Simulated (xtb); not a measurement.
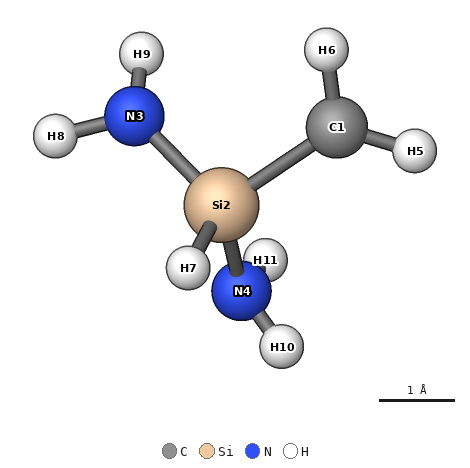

*The structure as given in the input (ball-and-stick view, seen at a tilt; atoms are numbered from 1 in the order of the input).*

Bond lengths as drawn: C–H 1.09 Å, C–Si 1.93 Å, H–N 0.92 to 1.10 Å, H–Si 1.46 Å and N–Si 1.71 to 1.73 Å.

## Geometry relaxation of CH$_{7}$N$_{2}$Si (part 1 of 5)

CH$_{7}$N$_{2}$Si, multiplicity 2, SMILES [CH2][SiH](N)N, computed with GFN1-xTB (xtb 6.7.1 later snapshot).

Input (input.xyz):
```
11
start
C     -1.02976     1.39984    -0.06998
Si     0.47069     0.20043     0.05564
N      0.15852    -0.67596     1.49256
N      0.71780    -0.81179    -1.31986
H     -1.44243     1.82130    -0.98189
H     -1.60248     1.61600     0.82748
H      1.72442     0.94147     0.13610
H      0.92011    -1.33891     1.93694
H     -0.69708    -1.11394     1.81037
H      0.97508    -0.48733    -2.14360
H     -0.08579    -1.46483    -1.55419
```

File .CHRG:
```
0
```

File .UHF:
```
1
```

File xcontrol:
```
$opt
   hessian=lindh-d2
$end
```

Run as:
```bash
xtb input.xyz --opt normal --gfn 1 -I xcontrol | tee input.out
```

The program's output:
```
* xtb version 6.7.1
   ID    Z sym.   atoms
    1    6 C      1
    2   14 Si     2
    3    7 N      3, 4
    4    1 H      5-11

           -------------------------------------------------
          |                Calculation Setup                |
           -------------------------------------------------

          program call               : xtb input.xyz --opt normal --gfn 1 -I xcontrol
          coordinate file            : input.xyz
          omp threads                :                     1

           -------------------------------------------------
          |                 G F N 1 - x T B                 |
           -------------------------------------------------

      * Hamiltonian:
        H0-scaling (s, p, d)           1.850000    2.250000    2.000000
        zeta-weighting                 0.000000
      * Dispersion:
        s8                             2.400000
        a1                             0.630000
        a2                             5.000000
        s9                             0.000000
      * Repulsion:
        kExp                           1.500000
        rExp                           1.000000
      * Coulomb:
        alpha                          2.000000
        third order                    atomic
        anisotropic                    false
      * Halogen bond correction:
        rad-scale                      1.300000
        damping                        0.440000

          ...................................................
          :                      SETUP                      :
          :.................................................:
          :  # basis functions                  36          :
          :  # atomic orbitals                  35          :
          :  # shells                           23          :
          :  # electrons                        25          :
          :  # halogen bonds                     0          :
          :  max. iterations                   250          :
          :  Hamiltonian                  GFN1-xTB          :
          :  restarted?                      false          :
          :  GBSA solvation                  false          :
          :  PC potential                    false          :
          :  electronic temp.          300.0000000     K    :
          :  accuracy                    1.0000000          :
          :  -> integral cutoff          0.2500000E+02      :
          :  -> integral neglect         0.1000000E-07      :
          :  -> SCF convergence          0.1000000E-05 Eh   :
          :  -> wf. convergence          0.2000000E-04 e    :
          :  Broyden damping             0.4000000          :
          :  net charge                          0          :
          :  unpaired electrons                  1          :
          ...................................................

 iter      E             dE          RMSdq      gap      omega  full diag
   1    -14.2578929 -0.142579E+02  0.713E+00    5.93       0.0  T
   2    -14.2855551 -0.276622E-01  0.429E+00    5.76       1.0  T
   3    -14.2803741  0.518097E-02  0.116E+00    6.05       1.0  T
   4    -14.2893322 -0.895810E-02  0.198E-01    6.04       1.0  T
   5    -14.2895768 -0.244593E-03  0.418E-02    5.96       1.0  T
   6    -14.2895984 -0.215970E-04  0.111E-02    5.98       2.7  T
   7    -14.2895986 -0.225084E-06  0.348E-03    5.98       8.7  T
   8    -14.2895987 -0.177331E-07  0.487E-04    5.98      61.9  T
   9    -14.2895987 -0.217097E-09  0.186E-04    5.98     162.4  T
  10    -14.2895987 -0.272420E-09  0.371E-05    5.98     812.5  T

   *** convergence criteria satisfied after 10 iterations ***

         #    Occupation            Energy/Eh            Energy/eV
      -------------------------------------------------------------
         1        2.0000           -0.7290234             -19.8377
       ...           ...                  ...                  ...
         7        2.0000           -0.4991811             -13.5834
         8        2.0000           -0.4850443             -13.1987
         9        2.0000           -0.4597868             -12.5114
        10        2.0000           -0.4329650             -11.7816
        11        2.0000           -0.4060605             -11.0495
        12        2.0000           -0.4018572             -10.9351
        13        1.0000           -0.3526160              -9.5952 (HOMO)
        14                         -0.1328073              -3.6139 (LUMO)
        15                         -0.1215496              -3.3075
        16                         -0.1068079              -2.9064
        17                         -0.0879544              -2.3934
        18                         -0.0780500              -2.1238
       ...                                ...                  ...
        35                          1.4361954              39.0809
      -------------------------------------------------------------
                  HL-Gap            0.2198087 Eh            5.9813 eV
             Fermi-level           -0.3099712 Eh           -8.4347 eV

 SCC (total)                   0 d,  0 h,  0 min,  0.011 sec
 SCC setup                      ...        0 min,  0.000 sec (  0.942%)
 Dispersion                     ...        0 min,  0.000 sec (  0.405%)
 classical contributions        ...        0 min,  0.000 sec (  0.104%)
 integral evaluation            ...        0 min,  0.002 sec ( 21.910%)
 iterations                     ...        0 min,  0.003 sec ( 31.277%)
 molecular gradient             ...        0 min,  0.005 sec ( 43.444%)
 printout                       ...        0 min,  0.000 sec (  1.789%)

         :::::::::::::::::::::::::::::::::::::::::::::::::::::
         ::                     SUMMARY                     ::
         :::::::::::::::::::::::::::::::::::::::::::::::::::::
         :: total energy             -14.130267222449 Eh    ::
         :: gradient norm              0.177186223543 Eh/a0 ::
         :: HOMO-LUMO gap              5.981300262529 eV    ::
         ::.................................................::
         :: SCC energy               -14.289598652315 Eh    ::
         :: -> electrostatic           0.038055485473 Eh    ::
         :: repulsion energy           0.162705077685 Eh    ::
         :: dispersion energy         -0.003373647819 Eh    ::
         :: halogen bond corr.         0.000000000000 Eh    ::
         :: add. restraining           0.000000000000 Eh    ::
         :: total charge               0.000000000000 e     ::
         :::::::::::::::::::::::::::::::::::::::::::::::::::::

      -----------------------------------------------------------
     |                   =====================                   |
     |                        A N C O P T                        |
     |                   =====================                   |
     |               Approximate Normal Coordinate               |
     |                Rational Function Optimizer                |
      -----------------------------------------------------------

          ...................................................
          :                      SETUP                      :
          :.................................................:
          :   optimization level            normal          :
          :   max. optcycles                   200          :
          :   ANC micro-cycles                  20          :
          :   degrees of freedom                27          :
          :.................................................:
          :   RF solver                   davidson          :
          :   write xtbopt.log                true          :
          :   linear?                        false          :
          :   energy convergence         0.5000000E-05 Eh   :
          :   grad. convergence          0.1000000E-02 Eh/α :
          :   maximum RF displ.          1.0000000          :
          :   Hlow (freq-cutoff)         0.1000000E-01      :
          :   Hmax (freq-cutoff)         5.0000000          :
          :   S6 in model hess.         20.0000000          :
          ...................................................

generating ANC from exact Hessian ...
Using Lindh-Hessian
 Shifting diagonal of input Hessian by    9.5855742871404151E-003
 Lowest  eigenvalues of input Hessian
    0.000000    0.000000    0.000000    0.000000    0.000000    0.000000
    0.010000    0.010908    0.015992    0.021322    0.026369    0.028996
    0.030013    0.034245    0.038240    0.056609    0.086395    0.118277
 Highest eigenvalues
    0.979069    1.096684    1.149221    1.340743    1.564037    1.782109

........................................................................
.............................. CYCLE    1 ..............................
........................................................................

 iter      E             dE          RMSdq      gap      omega  full diag
   1    -14.2895987 -0.142896E+02  0.550E-06    5.98       0.0  T
   2    -14.2895987 -0.200728E-12  0.104E-06    5.98   28983.8  T
   3    -14.2895987 -0.373035E-13  0.489E-07    5.98   61651.0  T
     SCC iter.                  ...        0 min,  0.001 sec
     gradient                   ...        0 min,  0.005 sec
 * total energy  :   -14.1302672 Eh     change       -0.8597567E-12 Eh
   gradient norm :     0.1771862 Eh/α   predicted     0.0000000E+00 (-100.00%)
   displ. norm   :     0.2404443 α      lambda       -0.2829679E-01
   maximum displ.:     0.1083066 α      in ANC's #16, #25, #10, ...

........................................................................
.............................. CYCLE    2 ..............................
........................................................................

 iter      E             dE          RMSdq      gap      omega  full diag
   1    -14.3017128 -0.143017E+02  0.143E-01    6.05       0.0  T
   2    -14.3017677 -0.548998E-04  0.598E-02    6.09       1.0  T
   3    -14.3017708 -0.308995E-05  0.179E-02    6.09       1.7  T
   4    -14.3017710 -0.185722E-06  0.536E-03    6.09       5.6  T
   5    -14.3017711 -0.816200E-07  0.212E-03    6.09      14.2  T
   6    -14.3017711 -0.125712E-07  0.260E-04    6.09     115.8  T
   7    -14.3017711 -0.268388E-09  0.594E-05    6.09     507.4  T
   8    -14.3017711 -0.432721E-11  0.509E-06    6.09    5925.4  T
     SCC iter.                  ...        0 min,  0.002 sec
     gradient                   ...        0 min,  0.005 sec
 * total energy  :   -14.1482202 Eh     change       -0.1795296E-01 Eh
   gradient norm :     0.0517725 Eh/α   predicted    -0.1496637E-01 ( -16.64%)
   displ. norm   :     0.2202032 α      lambda       -0.6050898E-02
   maximum displ.:     0.1006203 α      in ANC's #1, #10, #16, ...

........................................................................
.............................. CYCLE    3 ..............................
........................................................................

 iter      E             dE          RMSdq      gap      omega  full diag
   1    -14.3123060 -0.143123E+02  0.880E-02    6.13       0.0  T
   2    -14.3123351 -0.290787E-04  0.380E-02    6.15       1.0  T
   3    -14.3123360 -0.926093E-06  0.150E-02    6.15       2.0  T
   4    -14.3123367 -0.658462E-06  0.552E-03    6.15       5.5  T
   5    -14.3123368 -0.582901E-07  0.121E-03    6.15      24.8  T
   6    -14.3123368 -0.372465E-08  0.156E-04    6.15     193.2  T
   7    -14.3123368 -0.379963E-10  0.326E-05    6.15     925.6  T
     SCC iter.                  ...        0 min,  0.002 sec
     gradient                   ...        0 min,  0.005 sec
 * total energy  :   -14.1515912 Eh     change       -0.3371000E-02 Eh
   gradient norm :     0.0195691 Eh/α   predicted    -0.3172149E-02 (  -5.90%)
   displ. norm   :     0.2476500 α      lambda       -0.1588232E-02
   maximum displ.:     0.1481621 α      in ANC's #2, #1, #7, ...

........................................................................
.............................. CYCLE    4 ..............................
........................................................................

 iter      E             dE          RMSdq      gap      omega  full diag
   1    -14.3104211 -0.143104E+02  0.449E-02    6.15       0.0  T
   2    -14.3104316 -0.105222E-04  0.126E-02    6.17       2.4  T
   3    -14.3104320 -0.417723E-06  0.867E-03    6.17       3.5  T
   4    -14.3104320 -0.450509E-07  0.878E-04    6.17      34.4  T
   5    -14.3104320 -0.158446E-08  0.282E-04    6.17     106.8  T
   6    -14.3104320 -0.180497E-09  0.101E-04    6.17     297.8  T
   7    -14.3104320 -0.661373E-10  0.394E-05    6.17     764.8  T
     SCC iter.                  ...        0 min,  0.002 sec
     gradient                   ...        0 min,  0.005 sec
 * total energy  :   -14.1522527 Eh     change       -0.6614956E-03 Eh
   gradient norm :     0.0219411 Eh/α   predicted    -0.8428172E-03 (  27.41%)
   displ. norm   :     0.2471026 α      lambda       -0.1685851E-02
   maximum displ.:     0.1506988 α      in ANC's #1, #2, #8, ...

........................................................................
.............................. CYCLE    5 ..............................
........................................................................

 iter      E             dE          RMSdq      gap      omega  full diag
   1    -14.3096171 -0.143096E+02  0.676E-02    6.13       0.0  T
   2    -14.3096591 -0.419699E-04  0.243E-02    6.11       1.2  T
   3    -14.3096658 -0.674246E-05  0.861E-03    6.12       3.5  T
   4    -14.3096660 -0.142452E-06  0.266E-03    6.12      11.3  T
   5    -14.3096660 -0.140398E-07  0.112E-03    6.12      26.8  T
   6    -14.3096660 -0.300822E-08  0.169E-04    6.12     178.5  T
   7    -14.3096660 -0.221991E-10  0.416E-05    6.12     724.0  T
     SCC iter.                  ...        0 min,  0.002 sec
     gradient                   ...        0 min,  0.005 sec
 * total energy  :   -14.1529717 Eh     change       -0.7189856E-03 Eh
   gradient norm :     0.0194282 Eh/α   predicted    -0.8943948E-03 (  24.40%)
   displ. norm   :     0.0836051 α      lambda       -0.6511477E-03
   maximum displ.:     0.0586541 α      in ANC's #1, #5, #9, ...

........................................................................
.............................. CYCLE    6 ..............................
........................................................................

 iter      E             dE          RMSdq      gap      omega  full diag
   1    -14.3143490 -0.143143E+02  0.294E-02    6.12       0.0  T
   2    -14.3143522 -0.327284E-05  0.134E-02    6.11       2.3  T
   3    -14.3143524 -0.142545E-06  0.574E-03    6.11       5.3  T
   4    -14.3143524 -0.385525E-07  0.149E-03    6.10      20.3  T
   5    -14.3143524 -0.840079E-08  0.548E-04    6.10      55.0  T
   6    -14.3143524 -0.517884E-09  0.171E-04    6.11     176.4  T
   7    -14.3143524 -0.151953E-09  0.382E-05    6.11     789.7  T
     SCC iter.                  ...        0 min,  0.002 sec
     gradient                   ...        0 min,  0.005 sec
 * total energy  :   -14.1534222 Eh     change       -0.4505814E-03 Eh
   gradient norm :     0.0075380 Eh/α   predicted    -0.3278506E-03 ( -27.24%)
   displ. norm   :     0.2030040 α      lambda       -0.5121709E-03
   maximum displ.:     0.1602963 α      in ANC's #1, #5, #7, ...

........................................................................
.............................. CYCLE    7 ..............................
........................................................................

 iter      E             dE          RMSdq      gap      omega  full diag
   1    -14.3159875 -0.143160E+02  0.238E-02    6.08       0.0  T
   2    -14.3159944 -0.694259E-05  0.134E-02    6.07       2.3  T
   3    -14.3159952 -0.719732E-06  0.586E-03    6.07       5.1  T
   4    -14.3159952 -0.829980E-08  0.171E-03    6.07      17.6  T
   5    -14.3159952 -0.857385E-08  0.479E-04    6.07      62.9  T
   6    -14.3159952 -0.712866E-09  0.166E-04    6.07     181.8  T
   7    -14.3159952 -0.440110E-10  0.201E-05    6.07    1498.9  T
     SCC iter.                  ...        0 min,  0.002 sec
     gradient                   ...        0 min,  0.005 sec
 * total energy  :   -14.1537299 Eh     change       -0.3076429E-03 Eh
   gradient norm :     0.0091385 Eh/α   predicted    -0.2666411E-03 ( -13.33%)
   displ. norm   :     0.1386922 α      lambda       -0.2631620E-03
   maximum displ.:     0.0908386 α      in ANC's #1, #5, #3, ...
```
